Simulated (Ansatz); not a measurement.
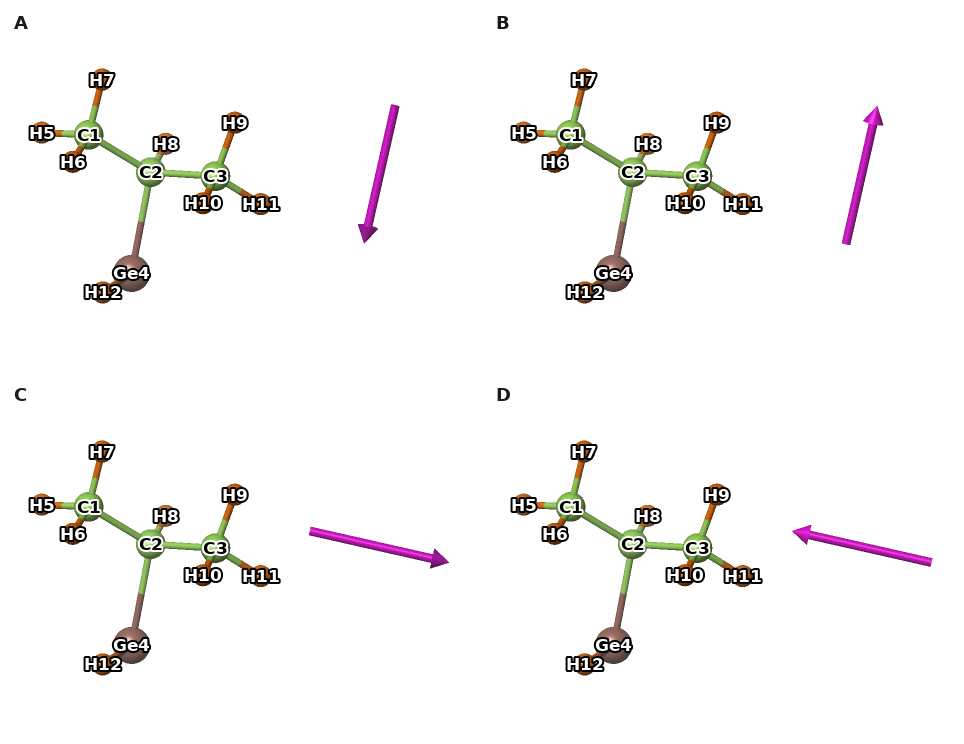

The same molecule four times, each with an arrow. The computed structure is the end point of a PBE-D4/def2-SVP optimisation. No frequency run is at hand to confirm it as a minimum. Method: RKS PBE-D4/def2-SVP (Ansatz 0.2.0).

> Which arrow points along the dipole moment, from the negative to the positive end?

B. The dipole moment is 0.97 D; it points from the side of H12 to the side of H7 (the outermost atoms at the two ends).
